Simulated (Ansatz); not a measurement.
# CH₄AlBOS: a ladder of functionals and wavefunction methods

Aim: compute CH₄AlBOS with functionals from several rungs and with coupled cluster, and see how far each lands from CCSD(T) at the basis-set limit for the atomisation energy.

Method: functionals in def2-TZVPP, the program's frozen cores in correlated methods; program: Ansatz 0.2.0, Gaussian basis.

Levels to be run: LDA (SPW92), PBE-D4, revPBE-D4, BLYP-D4, r2SCAN-D4, B97M-V, PBE0-D4, B3LYP-D4, r2SCANh-D4, r2SCAN0-D4, HSE06-D4, BHLYP-D4, CAM-B3LYP-D4, LC-ωPBE, ωB97X-V, ωB97M-V, B2PLYP, PBE-QIDH; CCSD(T)/def2-SVP; CCSD(T)/def2-TZVPP; MP2/def2-QZVPP; extrapolation to the limit; RPA on PBE.

### Step 1. Structure used throughout

An earlier PBE0-D4 in a triple-zeta def2 set relaxation fixed the geometry.

9 atoms, charge 0, spin multiplicity 1.

Atoms are counted from 1 here; the program's logs count them from 0.

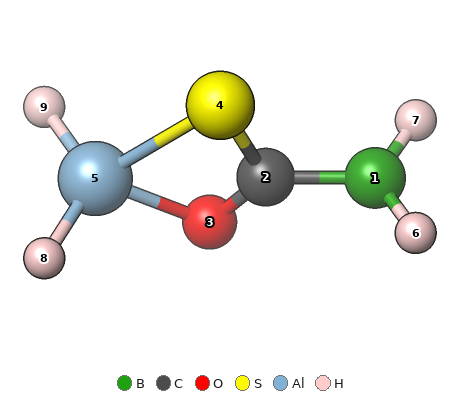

The geometry (boron green, carbon dark grey, oxygen red, sulfur yellow, aluminium light blue, hydrogen pink); atoms are numbered from 1 in the order of the file.

### Step 2. LDA

This LDA is Slater exchange with PW92 correlation.

in.yaml

```yaml
crystal:
  periodic: [false, false, false]
  atoms:
    - {symbol: B, position_ang: [-0.924973, 0.690334, 1.662976]}
    - {symbol: C, position_ang: [-0.228234, 0.141154, 0.391539]}
    - {symbol: O, position_ang: [-0.563360, -0.855353, -0.317960]}
    - {symbol: S, position_ang: [1.151808, 1.043017, -0.044725]}
    - {symbol: Al, position_ang: [0.818973, -0.751962, -1.595307]}
    - {symbol: H, position_ang: [-1.752829, 1.538561, 1.544829]}
    - {symbol: H, position_ang: [-0.564310, 0.302885, 2.730004]}
    - {symbol: H, position_ang: [0.278132, -0.242838, -2.989605]}
    - {symbol: H, position_ang: [1.873294, -1.911998, -1.398950]}
basis:
  gaussian: {orbitals: def2-TZVPP}
hamiltonian: {xc: lda}
output: {orbitals: {seedname: orbitals}}
```

The run is started by

```bash
$ ansatz run in.yaml --threads 2 --pin off --events-out ev --progress --plain --max-ram 4352MiB
```

After this run come: PBE-D4 (GGA); revPBE-D4 (GGA); BLYP-D4 (GGA); r2SCAN-D4 (meta-GGA); B97M-V (meta-GGA); B3LYP-D4 (hybrid); r2SCANh-D4 (hybrid); r2SCAN0-D4 (hybrid); HSE06-D4 (hybrid); BHLYP-D4 (hybrid); CAM-B3LYP-D4 (range-separated); LC-ωPBE (range-separated); ωB97X-V (range-separated); ωB97M-V (range-separated); B2PLYP (double hybrid); PBE-QIDH (double hybrid); CCSD(T) in def2-SVP; CCSD(T) in def2-TZVPP; MP2 in def2-QZVPP; RPA on PBE orbitals.

Q: Predict the results of all the runs planned. Wanted: atomisation energy, CCSD(T)/CBS; farthest beyond LDA; mean size of error, GGA; mean size of error, meta-GGA; mean size of error, hybrid; mean size of error, range-separated; mean size of error, double hybrid; gap, smallest and largest; T1 diagnostic.

The runs gave:

| quantity | value |
| --- | --- |
| atomisation energy, CCSD(T)/CBS | 764.0 kcal/mol |
| functionals within 3.8 kcal/mol (0.5 %) | revPBE-D4, BLYP-D4, B3LYP-D4, CAM-B3LYP-D4, LC-ωPBE, PBE-QIDH |
| farthest beyond LDA | BHLYP-D4 (-23.2 kcal/mol) |
| mean size of error, GGA | 9.1 kcal/mol |
| mean size of error, meta-GGA | 13.8 kcal/mol |
| mean size of error, hybrid | 7.3 kcal/mol |
| mean size of error, range-separated | 4.5 kcal/mol |
| mean size of error, double hybrid | 4.2 kcal/mol |
| gap, smallest and largest | 3.19 eV (LDA (SPW92)), 10.46 eV (LC-ωPBE) |
| T1 diagnostic | 0.0186 |
| triples share of the correlation energy | 4.5 % |

**Reading.** The LDA atomisation energy is off by 119.0 kcal/mol (16 %): it overbinds. PBE-D4 is off by +21.5 kcal/mol. Double hybrids carry the basis error of their MP2 part in triple zeta, and no dispersion term here, so their miss is partly the set-up's. Taken by rung, double hybrid functionals do best (4.2 kcal/mol on average) and meta-GGA ones worst beyond LDA (13.8 kcal/mol). The gap between the best rungs is small, so their order is not settled. The reference freezes the cores and leaves out relativity and excitations past (T), so misses under about 3.8 kcal/mol can't be ranked. Hartree-Fock recovers 73 % of the binding; the rest is correlation. CCSD(T) in def2-SVP is off by -42.5 kcal/mol, so the small basis spoils what the method gains. Orbital gaps span 3.2 to 10.5 eV; exact exchange widens them.
